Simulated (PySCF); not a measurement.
# Si₄H₁₀O₂: a tour of settings

Which settings matter for Si₄H₁₀O₂ (`[SiH3]O[SiH2]O[SiH2][SiH3]`)?

The runs use PySCF 2.14.0, with density-fitted response routines of our own; the level of theory stands in each step. All values are computed, except where a source is named. Atoms are numbered from 0 throughout.

## 1. The starting structure

16 atoms, charge 0, multiplicity 1; geometry from: GFN2-xTB.

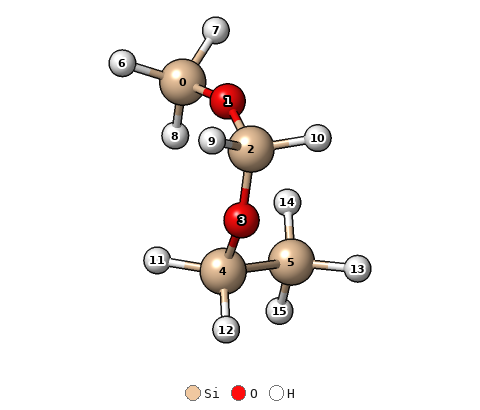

The starting geometry (silicon light orange, oxygen red, hydrogen white), atoms numbered.

## 2. Excited states and response: PBE0/def2-SVPD in chloroform

What the job is given:

```
{"job": {"kind": "uv", "xc": "PBE0", "basis": "def2-SVPD", "solvent": "chloroform", "nstates": 3, "ntriplets": 2, "tda": true, "scf": {"guess": "huckel"}}, "charge": 0, "multiplicity": 1}
Si    -2.415184     0.767385     0.206238
O     -1.744250    -0.446468     1.039169
Si    -0.740112    -1.707262     1.181386
O      0.559056    -1.495205     0.252678
Si     1.466387    -0.574501    -0.741714
Si     2.164987     1.297677     0.400829
H     -3.430716     0.194886    -0.677669
H     -2.990748     1.619453     1.243231
H     -1.382229     1.457368    -0.570454
H     -1.414862    -2.897181     0.687274
H     -0.299045    -1.692272     2.566813
H      0.644389    -0.298851    -1.930778
H      2.507629    -1.530841    -1.137667
H      2.905622     1.011117     1.638066
H      1.082839     2.210115     0.797352
H      3.078638     2.093525    -0.431198
```

Method: TDA PBE0/def2-SVPD, vertical, IEF-PCM chloroform (non-equilibrium linear response), core orbitals frozen in the response.

Run with:

```sh
OMP_NUM_THREADS=1 python probes_run.py task.json out
```

One launch serves the whole session: the jobs run in the order shown.

Standard output:

```text
final grid: 123840 points
cycle   1  E = -1312.5327687029  dE = -8.119e-01  |g| = 2.004e+00  |ddm| = 1.303e+01
cycle   2  E = -1312.2354450400  dE =  2.973e-01  |g| = 2.474e+00  |ddm| = 7.897e+00
cycle   3  E = -1313.4209826859  dE = -1.186e+00  |g| = 2.184e-01  |ddm| = 2.868e+00
cycle   4  E = -1313.4336896252  dE = -1.271e-02  |g| = 8.551e-02  |ddm| = 7.752e-01
cycle   5  E = -1313.4356408739  dE = -1.951e-03  |g| = 9.839e-03  |ddm| = 2.030e-01
cycle   6  E = -1313.4356660728  dE = -2.520e-05  |g| = 4.003e-03  |ddm| = 4.607e-02
cycle   7  E = -1313.4356685909  dE = -2.518e-06  |g| = 1.788e-03  |ddm| = 6.888e-03
cycle   8  E = -1313.4356692423  dE = -6.513e-07  |g| = 1.777e-04  |ddm| = 4.156e-03
cycle   9  E = -1313.4356692507  dE = -8.449e-09  |g| = 4.044e-05  |ddm| = 6.099e-04
cycle  10  E = -1313.4356692512  dE = -4.607e-10  |g| = 7.451e-06  |ddm| = 1.167e-04
converged SCF energy = -1313.4356692512

Static polarisability (au): isotropic 134.549, principal 126.197 133.953 143.498

Singlet excitations
state   eV       nm        f      main configurations
  1   6.3008    196.8   0.03116   H->L 0.96
  2   6.9252    179.0   0.01029   H-1->L 0.68, H-2->L 0.22
  3   7.0349    176.2   0.04550   H->L+1 0.79, H->L+2 0.09

Triplet excitations (Tamm-Dancoff, eV): 5.6223 6.1247
```

Run time: 82 s. Hardware: 1 thread, shared host.

The orbitals next to the gap, with their largest atomic shares:

| orbital | eV | atoms |
| --- | --- | --- |
| HOMO−3 | -9.25 | Si0 17 %, H8 15 %, O1 15 % |
| HOMO−2 | -8.76 | O1 22 %, O3 14 %, Si0 13 % |
| HOMO−1 | -8.60 | O1 22 %, O3 12 %, Si4 10 % |
| HOMO | -8.00 | O3 22 %, Si5 20 %, Si4 18 % |
| LUMO | -0.46 | Si4 28 %, Si5 20 %, H12 7 % |
| LUMO+1 | 0.15 | Si5 32 %, Si4 28 %, H13 8 % |
| LUMO+2 | 0.17 | Si0 26 %, Si2 11 %, Si5 9 % |

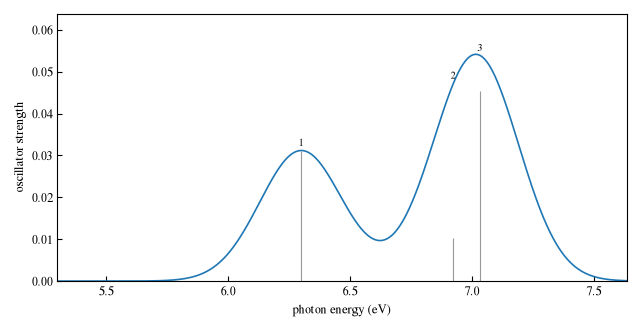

Absorption spectrum from the 3 singlet states computed; above the last one it falls off for lack of states. Lines are broadened to a width of 0.40 eV (Gaussian).

Further results of this job:

| property | computed |
| --- | --- |
| dipole moment (D) | 0.68 |
| polarisability (Å³) | 19.94 |
| HOMO–LUMO gap (eV) | 7.53 |
| −ε(HOMO) (eV) | 8.00 |

## 3. TDDFT and polarisability: PBE0/6-311G**

Settings changed since step 2:

```diff
@@ -1,2 +1,2 @@
-{"job": {"kind": "uv", "xc": "PBE0", "basis": "def2-SVPD", "solvent": "chloroform", "nstates": 3, "ntriplets": 2, "tda": true, "scf": {"guess": "huckel"}}, "charge": 0, "multiplicity": 1}
+{"job": {"kind": "uv", "xc": "PBE0", "basis": "6-311G**", "nstates": 12, "ntriplets": 5, "tda": false, "scf": {"guess": "huckel"}, "grid": 1}, "charge": 0, "multiplicity": 1}
 Si    -2.415184     0.767385     0.206238
```

With the program's defaults for keys left out, this is: TDDFT PBE0/6-311G**, vertical, gas phase, core orbitals frozen in the response.

Standard output:

```text
final grid: 60728 points
cycle   1  E = -1313.0933400511  dE = -7.830e-01  |g| = 2.056e+00  |ddm| = 3.625e+00
cycle   2  E = -1312.8184987087  dE =  2.748e-01  |g| = 2.663e+00  |ddm| = 2.902e+00
cycle   3  E = -1313.9572832834  dE = -1.139e+00  |g| = 2.438e-01  |ddm| = 1.462e+00
cycle   4  E = -1313.9706604556  dE = -1.338e-02  |g| = 1.132e-01  |ddm| = 3.538e-01
cycle   5  E = -1313.9732381184  dE = -2.578e-03  |g| = 9.760e-03  |ddm| = 1.050e-01
cycle   6  E = -1313.9732565308  dE = -1.841e-05  |g| = 3.293e-03  |ddm| = 1.063e-02
cycle   7  E = -1313.9732585355  dE = -2.005e-06  |g| = 8.040e-04  |ddm| = 2.981e-03
cycle   8  E = -1313.9732586260  dE = -9.049e-08  |g| = 3.803e-04  |ddm| = 7.806e-04
cycle   9  E = -1313.9732586517  dE = -2.571e-08  |g| = 5.319e-05  |ddm| = 3.037e-04
cycle  10  E = -1313.9732586522  dE = -5.471e-10  |g| = 1.273e-05  |ddm| = 5.592e-05
converged SCF energy = -1313.9732586522

Static polarisability (au): isotropic 98.063, principal 89.911 97.982 106.298

Singlet excitations
state   eV       nm        f      main configurations
  1   6.2733    197.6   0.01519   H->L 0.95
  2   6.8836    180.1   0.00412   H-1->L 0.69, H-2->L 0.24
  3   7.0819    175.1   0.00163   H-2->L 0.44, H->L+2 0.21, H-1->L 0.14
  4   7.1048    174.5   0.02360   H->L+1 0.86
  5   7.3335    169.1   0.00719   H->L+2 0.67, H-2->L 0.16, H-1->L 0.11
  6   7.5300    164.7   0.00116   H-3->L 0.41, H-1->L+2 0.34
  7   7.6989    161.0   0.00378   H-2->L+2 0.46, H-1->L+2 0.16
  8   7.7958    159.0   0.11030   H->L+3 0.51, H-1->L+1 0.27
  9   7.8469    158.0   0.04753   H-1->L+2 0.29, H-1->L+1 0.25, H-3->L 0.14
 10   7.9108    156.7   0.06443   H-3->L 0.30, H-1->L+1 0.28, H-2->L+2 0.20
 11   8.0264    154.5   0.02776   H-2->L+1 0.63, H-4->L 0.14
 12   8.0841    153.4   0.00870   H->L+5 0.40, H->L+4 0.35

Triplet excitations (Tamm-Dancoff, eV): 5.6660 6.3009 6.5309 6.8201 7.0806
```

Wall time 77 s (1 thread, shared host).

In short: HOMO -8.06 eV, LUMO -0.53 eV; lowest singlet 6.27 eV.

## 4. NMR shieldings: PBE0/aug-cc-pVDZ

Settings changed since step 3:

```diff
@@ -1,2 +1,2 @@
-{"job": {"kind": "uv", "xc": "PBE0", "basis": "6-311G**", "nstates": 12, "ntriplets": 5, "tda": false, "scf": {"guess": "huckel"}, "grid": 1}, "charge": 0, "multiplicity": 1}
+{"job": {"kind": "nmr", "xc": "PBE0", "basis": "aug-cc-pVDZ", "pop": true, "scf": {"aux": "def2-universal-jkfit"}}, "charge": 0, "multiplicity": 1}
 Si    -2.415184     0.767385     0.206238
```

With the program's defaults for keys left out, this is: GIAO PBE0/aug-cc-pVDZ NMR shielding, non-relativistic, gas phase.

Standard output:

```text
final grid: 123840 points
cycle   1  E = -1313.7089886229  dE =  5.440e-01  |g| = 9.980e-01  |ddm| = 1.161e+01
cycle   2  E = -1313.3311345764  dE =  3.779e-01  |g| = 1.690e+00  |ddm| = 4.554e+00
cycle   3  E = -1313.8916707655  dE = -5.605e-01  |g| = 7.477e-02  |ddm| = 3.091e+00
cycle   4  E = -1313.8929666134  dE = -1.296e-03  |g| = 3.447e-02  |ddm| = 4.495e-01
cycle   5  E = -1313.8932611451  dE = -2.945e-04  |g| = 1.378e-02  |ddm| = 9.911e-02
cycle   6  E = -1313.8932977175  dE = -3.657e-05  |g| = 1.886e-03  |ddm| = 2.902e-02
cycle   7  E = -1313.8932985635  dE = -8.460e-07  |g| = 4.252e-04  |ddm| = 5.765e-03
cycle   8  E = -1313.8932986224  dE = -5.897e-08  |g| = 7.478e-05  |ddm| = 1.651e-03
cycle   9  E = -1313.8932986240  dE = -1.534e-09  |g| = 1.806e-05  |ddm| = 3.096e-04
cycle  10  E = -1313.8932986241  dE = -9.550e-11  |g| = 3.361e-06  |ddm| = 7.191e-05
converged SCF energy = -1313.8932986241

GIAO shielding tensors (ppm)
atom      isotropic    diamagn.    paramagn.     s11        s22        s33       span
  0 Si     449.369     892.449    -443.081    410.813    415.882    521.410    110.597
  1 O      297.198     379.678     -82.480    241.388    285.352    364.853    123.465
  2 Si     444.720     891.586    -446.866    436.352    442.325    455.483     19.131
  3 O      298.675     380.552     -81.877    240.841    283.251    371.933    131.093
  4 Si     433.325     888.593    -455.268    375.656    409.399    514.920    139.264
  5 Si     528.612     898.062    -369.451    513.664    532.317    539.854     26.190
  6 H       26.418      28.860      -2.442     23.096     24.505     31.653      8.557
  7 H       26.497      29.171      -2.674     23.116     24.589     31.786      8.670
  8 H       26.231      33.518      -7.287     22.310     26.744     29.639      7.329
  9 H       26.636      29.163      -2.526     22.727     24.388     32.794     10.068
 10 H       26.672      29.688      -3.016     23.182     24.397     32.438      9.256
 11 H       25.781      30.074      -4.293     22.582     24.820     29.942      7.360
 12 H       25.970      28.958      -2.988     22.043     24.913     30.954      8.910
 13 H       28.073      30.565      -2.492     25.192     25.709     33.318      8.126
 14 H       27.999      32.657      -4.657     24.591     26.864     32.543      7.952
 15 H       28.407      29.456      -1.049     25.409     25.543     34.267      8.858
```

It took 1.9 min on 1 thread, shared host.

The references, computed at this level on geometries of the same kind, shield at (ppm): 1H TMS 31.86, 29Si TMS 414.6, 17O H2O 337.2. Their shielding less the atom's gives the shift. The references are single molecules in the gas phase, so shifts against H2O, NH3, PH3, H3PO4 or CFCl3 are not on the usual liquid scales and can be off by tens of ppm. Atoms listed in one row are averaged.

| atoms | environment | σ (ppm) | δ (ppm) |
| --- | --- | --- | --- |
| H11, H12 | hydrogen on a silicon bonded to O, Si | 25.88 | 5.98 |
| H6, H7, H8 | hydrogen on a silicon bonded to O | 26.38 | 5.48 |
| H9, H10 | hydrogen on a silicon bonded to 2 O | 26.65 | 5.20 |
| H13, H14, H15 | hydrogen on a silicon bonded to Si | 28.16 | 3.70 |
| Si4 | silicon bonded to O, Si, 2 H | 433.3 | -18.7 |
| Si2 | silicon bonded to 2 O, 2 H | 444.7 | -30.1 |
| Si0 | silicon bonded to O, 3 H | 449.4 | -34.8 |
| Si5 | silicon bonded to Si, 3 H | 528.6 | -114.0 |
| O1 | oxygen bonded to 2 Si | 297.2 | 40.0 |
| O3 | oxygen bonded to 2 Si | 298.7 | 38.5 |

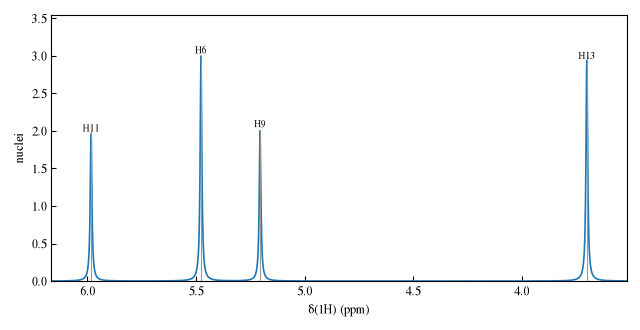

1H lines at the computed shifts, without couplings. Lines are broadened to a width of 0.01 ppm (Lorentzian).

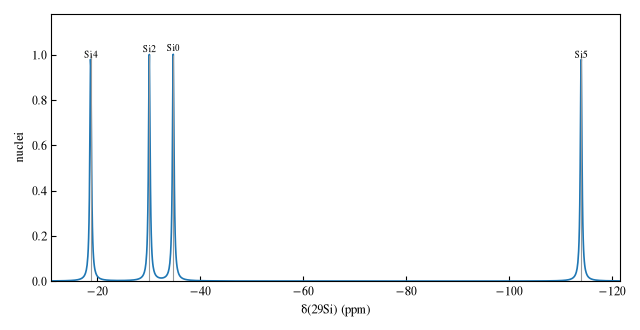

29Si lines at the computed shifts, without couplings. Lines are broadened to a width of 0.38 ppm (Lorentzian).

The run also stored atomic charges by several schemes (e):

| atoms | IAO | Hirshfeld | ESP fit |
| --- | --- | --- | --- |
| Si0 | 0.86 | 0.39 | 0.45 |
| O1 | -0.88 | -0.32 | -0.33 |
| Si2 | 1.20 | 0.47 | 0.50 |
| O3 | -0.88 | -0.32 | -0.32 |
| Si4 | 0.72 | 0.32 | 0.35 |
| Si5 | 0.23 | 0.21 | 0.08 |

Hirshfeld charges:

Si0 0.39; O1 -0.32; Si2 0.47; O3 -0.32; Si4 0.32; Si5 0.21; H6 -0.08; H7 -0.08; H8 -0.08; H9 -0.08; H10 -0.08; H11 -0.08; H12 -0.08; H13 -0.07; H14 -0.07; H15 -0.07

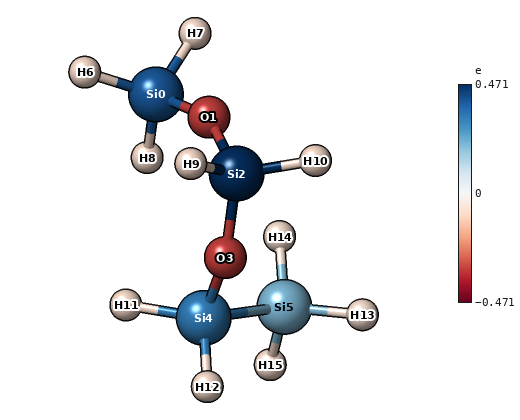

Hirshfeld charges, as colours on the atoms.

Mulliken charges and Mayer bond orders break down with diffuse functions, so they are left out here.

With diffuse functions Mulliken charges and Mayer bond orders lose their meaning; the other schemes are steadier.

## 5. NMR shieldings: B3LYP/6-31G*

Settings changed since step 4:

```diff
@@ -1,2 +1,2 @@
-{"job": {"kind": "nmr", "xc": "PBE0", "basis": "aug-cc-pVDZ", "pop": true, "scf": {"aux": "def2-universal-jkfit"}}, "charge": 0, "multiplicity": 1}
+{"job": {"kind": "nmr", "xc": "B3LYP", "basis": "6-31G*", "pop": false, "scf": {"guess": "vsap"}}, "charge": 0, "multiplicity": 1}
 Si    -2.415184     0.767385     0.206238
```

With the program's defaults for keys left out, this is: GIAO B3LYP/6-31G* NMR shielding, non-relativistic, gas phase.

Standard output:

```text
final grid: 123840 points
cycle   1  E = -1302.9360769207  dE =  1.021e+01  |g| = 5.495e+00  |ddm| = 2.386e+01
cycle   2  E = -1260.3366495297  dE =  4.260e+01  |g| = 1.066e+01  |ddm| = 2.612e+01
cycle   3  E = -1311.7027135205  dE = -5.137e+01  |g| = 3.512e+00  |ddm| = 1.133e+01
cycle   4  E = -1314.0568854244  dE = -2.354e+00  |g| = 1.168e+00  |ddm| = 3.293e+00
cycle   5  E = -1314.4785442741  dE = -4.217e-01  |g| = 6.486e-01  |ddm| = 2.116e+00
cycle   6  E = -1314.5317229781  dE = -5.318e-02  |g| = 4.226e-01  |ddm| = 6.424e-01
cycle   7  E = -1314.5651317115  dE = -3.341e-02  |g| = 4.405e-02  |ddm| = 3.330e-01
cycle   8  E = -1314.5656023807  dE = -4.707e-04  |g| = 9.914e-03  |ddm| = 6.067e-02
cycle   9  E = -1314.5656299581  dE = -2.758e-05  |g| = 2.591e-03  |ddm| = 1.475e-02
cycle  10  E = -1314.5656319792  dE = -2.021e-06  |g| = 3.157e-04  |ddm| = 3.641e-03
cycle  11  E = -1314.5656320111  dE = -3.191e-08  |g| = 1.007e-04  |ddm| = 5.261e-04
cycle  12  E = -1314.5656320141  dE = -3.022e-09  |g| = 1.244e-05  |ddm| = 1.369e-04
cycle  13  E = -1314.5656320142  dE = -5.002e-11  |g| = 3.313e-06  |ddm| = 2.390e-05
converged SCF energy = -1314.5656320142

GIAO shielding tensors (ppm)
atom      isotropic    diamagn.    paramagn.     s11        s22        s33       span
  0 Si     434.076     882.305    -448.229    404.908    407.737    489.583     84.676
  1 O      289.196     395.831    -106.635    233.269    274.526    359.795    126.526
  2 Si     443.156     882.742    -439.586    440.937    443.660    444.870      3.933
  3 O      292.156     396.278    -104.122    238.857    275.382    362.230    123.373
  4 Si     417.415     881.495    -464.080    363.214    403.262    485.770    122.556
  5 Si     496.087     882.837    -386.750    483.129    499.262    505.869     22.740
  6 H       27.067      30.376      -3.309     23.710     25.264     32.227      8.517
  7 H       27.139      30.194      -3.056     23.832     25.134     32.450      8.618
  8 H       26.949      34.064      -7.115     23.155     27.458     30.235      7.080
  9 H       27.356      30.077      -2.721     23.491     25.079     33.498     10.007
 10 H       27.432      30.947      -3.515     23.941     25.145     33.209      9.269
 11 H       26.590      32.402      -5.812     23.414     25.541     30.815      7.401
 12 H       26.702      29.462      -2.760     22.889     25.440     31.777      8.888
 13 H       28.826      30.505      -1.679     25.884     26.813     33.781      7.897
 14 H       28.797      32.577      -3.780     25.374     27.987     33.030      7.656
 15 H       29.234      29.785      -0.551     26.409     26.484     34.810      8.402
```

Wall time 46 s (1 thread, shared host).

Key values: δ Si4 -4.8, Si0 -21.4, Si2 -30.5, Si5 -83.4, H11 5.86, H6 5.45 ppm (means over like atoms).

## 6. Shielding tensors: PBE0/6-31++G**

Settings changed since step 5:

```diff
@@ -1,2 +1,2 @@
-{"job": {"kind": "nmr", "xc": "B3LYP", "basis": "6-31G*", "pop": false, "scf": {"guess": "vsap"}}, "charge": 0, "multiplicity": 1}
+{"job": {"kind": "nmr", "xc": "PBE0", "basis": "6-31++G**", "pop": true, "scf": {"damp": 0.2}}, "charge": 0, "multiplicity": 1}
 Si    -2.415184     0.767385     0.206238
```

Method: GIAO PBE0/6-31++G** NMR shielding, non-relativistic, gas phase.

Standard output:

```text
damping 0.20 in the first 6 cycles
final grid: 123840 points
cycle   1  E = -1313.6654981548  dE =  4.572e-01  |g| = 9.719e-01  |ddm| = 3.957e+00
cycle   2  E = -1313.6180770064  dE =  4.742e-02  |g| = 1.077e+00  |ddm| = 2.232e+00
cycle   3  E = -1313.6034923099  dE =  1.458e-02  |g| = 1.130e+00  |ddm| = 2.278e+00
cycle   4  E = -1313.5284487745  dE =  7.504e-02  |g| = 1.268e+00  |ddm| = 2.537e+00
cycle   5  E = -1313.5142946967  dE =  1.415e-02  |g| = 1.321e+00  |ddm| = 2.695e+00
cycle   6  E = -1312.6820949341  dE =  8.322e-01  |g| = 2.361e+00  |ddm| = 4.826e+00
cycle   7  E = -1311.7342410784  dE =  9.479e-01  |g| = 3.234e+00  |ddm| = 6.014e+00
cycle   8  E = -1313.8349574840  dE = -2.101e+00  |g| = 1.898e-01  |ddm| = 3.232e+00
cycle   9  E = -1313.8421483027  dE = -7.191e-03  |g| = 4.468e-02  |ddm| = 4.774e-01
cycle  10  E = -1313.8425956235  dE = -4.473e-04  |g| = 1.671e-02  |ddm| = 1.034e-01
cycle  11  E = -1313.8426386032  dE = -4.298e-05  |g| = 7.255e-03  |ddm| = 2.522e-02
cycle  12  E = -1313.8426493778  dE = -1.077e-05  |g| = 7.855e-04  |ddm| = 1.048e-02
cycle  13  E = -1313.8426495300  dE = -1.523e-07  |g| = 1.846e-04  |ddm| = 1.873e-03
cycle  14  E = -1313.8426495402  dE = -1.017e-08  |g| = 2.327e-05  |ddm| = 6.970e-04
cycle  15  E = -1313.8426495404  dE = -1.633e-10  |g| = 4.759e-06  |ddm| = 7.520e-05
converged SCF energy = -1313.8426495404

GIAO shielding tensors (ppm)
atom      isotropic    diamagn.    paramagn.     s11        s22        s33       span
  0 Si     427.810     885.297    -457.486    393.904    397.048    492.480     98.576
  1 O      292.042     386.192     -94.150    243.435    276.813    355.878    112.443
  2 Si     435.231     885.791    -450.560    432.499    434.791    438.402      5.903
  3 O      292.235     392.471    -100.236    243.235    272.814    360.655    117.420
  4 Si     416.288     884.617    -468.329    359.547    395.308    494.010    134.463
  5 Si     502.158     880.652    -378.494    487.711    506.325    512.437     24.726
  6 H       26.496      30.336      -3.841     23.348     24.638     31.500      8.152
  7 H       26.566      30.745      -4.179     23.446     24.601     31.652      8.205
  8 H       26.329      33.647      -7.318     22.540     26.899     29.548      7.009
  9 H       26.769      29.321      -2.551     23.128     24.492     32.689      9.561
 10 H       26.837      29.982      -3.145     23.585     24.580     32.347      8.762
 11 H       25.882      32.412      -6.530     22.843     24.819     29.985      7.142
 12 H       26.046      30.548      -4.501     22.346     24.860     30.933      8.588
 13 H       28.082      29.198      -1.117     25.174     25.782     33.289      8.115
 14 H       28.016      31.041      -3.026     24.554     26.928     32.566      8.011
 15 H       28.484      28.857      -0.373     25.480     25.643     34.328      8.848
```

Run time: 95 s. Hardware: 1 thread, shared host.

This run: δ Si4 -8.4, Si0 -20.0, Si2 -27.4, Si5 -94.3, H11 5.89, H6 5.39 ppm (means over like atoms).

## 7. Side by side: electronic excitations

Excitations and ground-state properties, with basis size and wall time:

| run | lowest singlet (eV) | brightest (eV) | f | gap (eV) | α (Å³) | μ (D) | functions | time |
| --- | --- | --- | --- | --- | --- | --- | --- | --- |
| PBE0/def2-SVPD in chloroform | 6.30 | 7.03 | 0.045 | 7.53 | 19.94 | 0.68 | 222 | 82 s |
| PBE0/6-311G** | 6.27 | 7.80 | 0.110 | 7.52 | 14.53 | 0.78 | 200 | 77 s |

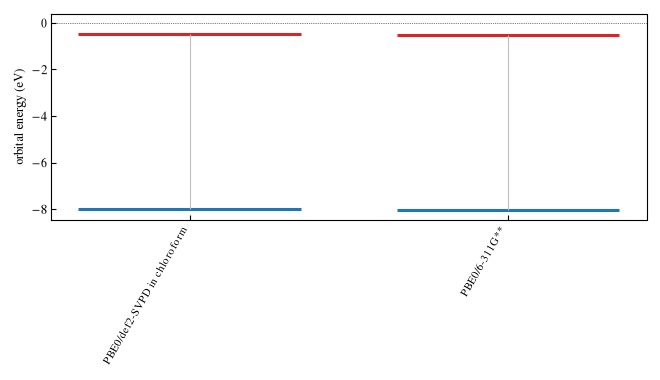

HOMO (blue) and LUMO (red) run by run.

## 8. Comparing the runs: NMR shifts

Shifts (ppm) of some atoms, chosen among heavy atoms and hydrogens apart, means over like atoms, with basis size and wall time:

| run | H9 | H13 | Si4 | Si0 | Si5 | O1 | O3 | functions | time |
| --- | --- | --- | --- | --- | --- | --- | --- | --- | --- |
| PBE0/aug-cc-pVDZ | 5.20 | 3.70 | -18.7 | -34.8 | -114.0 | 40.0 | 38.5 | 244 | 1.9 min |
| B3LYP/6-31G* | 5.11 | 3.55 | -4.8 | -21.4 | -83.4 | 33.9 | 31.0 | 120 | 46 s |
| PBE0/6-31++G** | 5.05 | 3.66 | -8.4 | -20.0 | -94.3 | 46.0 | 45.8 | 184 | 95 s |

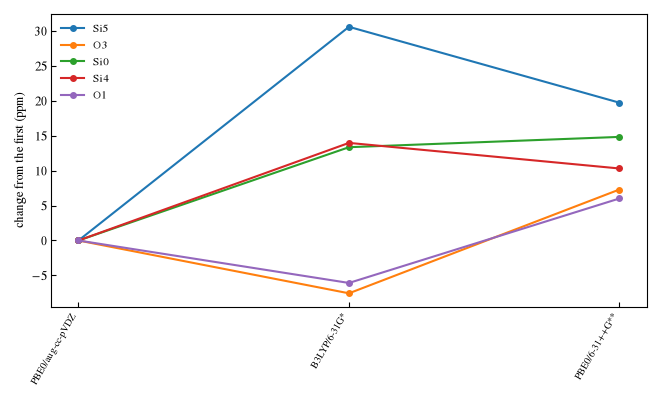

How five of the tabulated atoms move from run to run.

## 9. Results

| quantity | value |
| --- | --- |
| lowest singlet (PBE0/def2-SVPD) | 6.30 eV (197 nm), f = 0.031 |
| brightest single state of those computed | state 3, 7.03 eV, f = 0.045 |
| lowest triplet | 5.62 eV |
| 1H shifts against TMS (PBE0/aug-cc-pVDZ, means over atoms taken as alike) | 5.98, 5.48, 5.20, 3.70 ppm |
| 29Si shifts against TMS (PBE0/aug-cc-pVDZ) | -18.7, -30.1, -34.8, -114.0 ppm |
| 17O shifts against H2O (PBE0/aug-cc-pVDZ) | 40.0, 38.5 ppm |
| range of the lowest singlet | 6.27 to 6.30 eV |
| range of the shift of Si5 | -114.0 to -83.4 ppm |

Single values in the summary come from the first run of each kind that ended normally (PBE0/def2-SVPD; PBE0/aug-cc-pVDZ), which need not be the best level. The lowest singlet, at 6.30 eV, is HOMO→LUMO 0.96 and is weak; of the 3 states computed, the strongest absorption comes from state 3 at 7.03 eV (the last computed, so partners may be missing). The lowest triplet lies 0.68 eV below the lowest singlet. At PBE0/aug-cc-pVDZ: The widest tensor belongs to Si4: span 139 ppm, with a paramagnetic part of -455 ppm. The lowest singlet runs from 6.27 eV (PBE0/6-311G**) to 6.30 eV (PBE0/def2-SVPD in chloroform), while the orbital gap spans 7.52 to 7.53 eV. The lowest state need not be the same one in every run. The runs solved for a few states only, so the brightest column depends on that window. In ppm, Si5 moves most: its shift spreads over 30.6 ppm, from -114.0 (PBE0/aug-cc-pVDZ) to -83.4 (B3LYP/6-31G*).
